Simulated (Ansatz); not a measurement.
**GaH3O2···PH3: density, localisation and related maps**

The calculation's input:

```
crystal:
  periodic: [false, false, false]
  atoms:
    - { symbol: Ga, position_ang: [0.0, 0.0, 0.0] }
    - { symbol: H, position_ang: [0.0, 0.0, 1.92] }
    - { symbol: O, position_ang: [1.5501, 0.0, -0.895] }
    - { symbol: H, position_ang: [1.85, -0.9519, -1.0499] }
    - { symbol: O, position_ang: [-1.5501, 0.0, -0.895] }
    - { symbol: H, position_ang: [-2.0598, -0.8467, -0.6865] }
    - { symbol: P, position_ang: [0.1161, 2.4551, 0.8167] }
    - { symbol: H, position_ang: [0.6765, 2.4949, 2.1208] }
    - { symbol: H, position_ang: [0.9275, 3.2117, -0.0697] }
    - { symbol: H, position_ang: [0.0463, 0.979, 1.9729] }
basis:
  gaussian: { orbitals: def2-SVP }
hamiltonian:
  xc: cam_b3lyp
  dispersion: d4
relax:
  f_tol: 0.15
  max_steps: 25
  restrain:
    - { distance: [0, 6], at: 3.49, k: 30.0 }
    - { distance: [9, 1], at: 1.86, k: 30.0 }
    - { distance: [0, 1], at: 1.57, k: 30.0 }
    - { distance: [9, 6], at: 1.42, k: 30.0 }
output:
  orbitals: {}
```

Run with:

```sh
ansatz run input.yaml --threads 4 --pin off --max-ram 5120MiB --backend cpu --events-out ev --progress --plain --runs-dir out
```

The fields are those of the run's last geometry, not of the input's.

Not at a stationary point (largest force 0.5 eV/Å).

Method: RKS CAM-B3LYP-D4/def2-SVP (Ansatz 0.2.0).

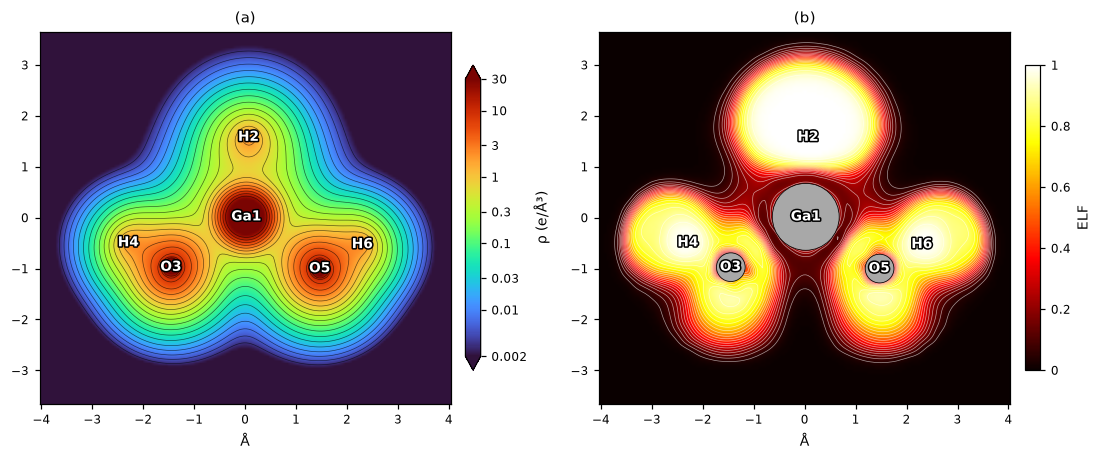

Figure 1. (a) electron density; (b) ELF on the plane of atoms O3, Ga1 and O5. Grey discs cover the atomic cores in the ELF map.

Read the bonding off the picture.

Answer.
- Atoms in the plane: Ga, H and O.
- Ga–O (1.77 Å): ρ is about 0.9 e/Å³ halfway; the ELF peaks at about 0.85 in the valence shell of O, 0.6 Å from its nucleus, and is about 0.20 at the midpoint.
- O–H (0.96 Å): ρ at the midpoint is about 3.6 e/Å³; the ELF climbs to about 1 towards the hydrogen, as it does in any bond to H; a covalent bond by its length.
- Ga–H (1.56 Å): ρ at the midpoint is about 1 e/Å³; the ELF climbs to about 1 towards the hydrogen.
- The ELF also peaks beside O3 and O5, away from the bonds: lone-pair regions.

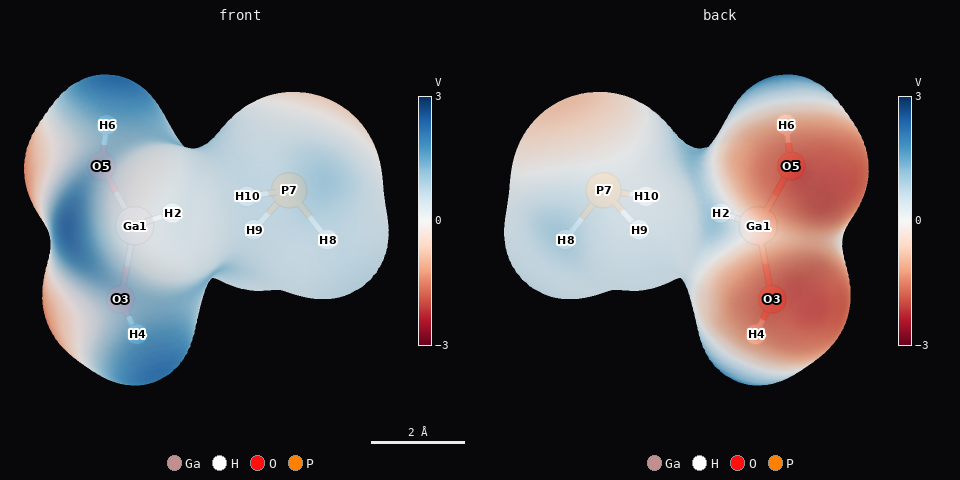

Figure 2. The molecular electrostatic potential painted on the density surface at 0.002 e/bohr³, seen from the front and from behind; the colour scale runs from red (negative) to blue (positive).

Where is the surface potential most negative and most positive?

Answer. The most negative region (about −2.0 V) lies over O3 and O5, the most positive (about +2.3 V) over Ga1, H4 and H6.

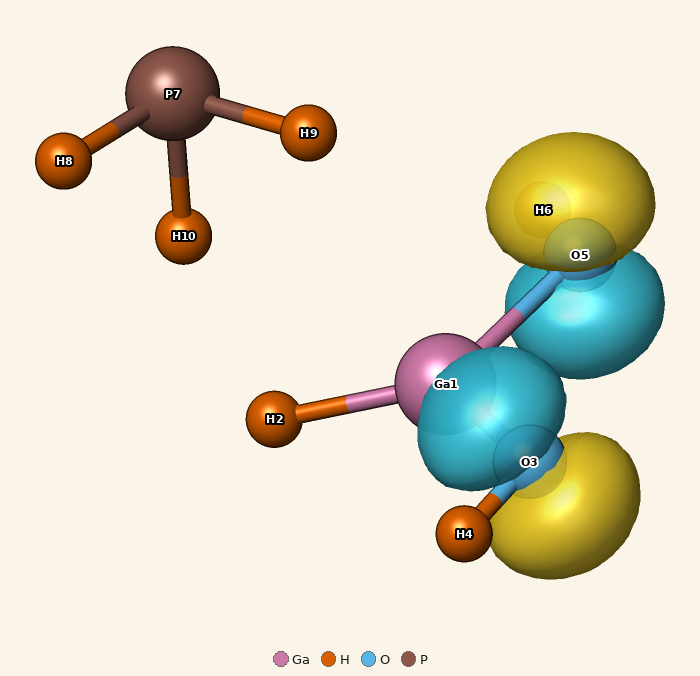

Figure 3. The HOMO−1 at ±0.2 Å⁻³ᐟ² (yellow and cyan are the two phases), seen at an oblique angle.

What is the character of this orbital?

Answer. Its weight (Hirshfeld) is mainly on O5 (about 40 %), O3 (about 40 %) and Ga1 (about 10 %); largely a combination of lone pairs on O5 and O3. Its energy is −9.86 eV.
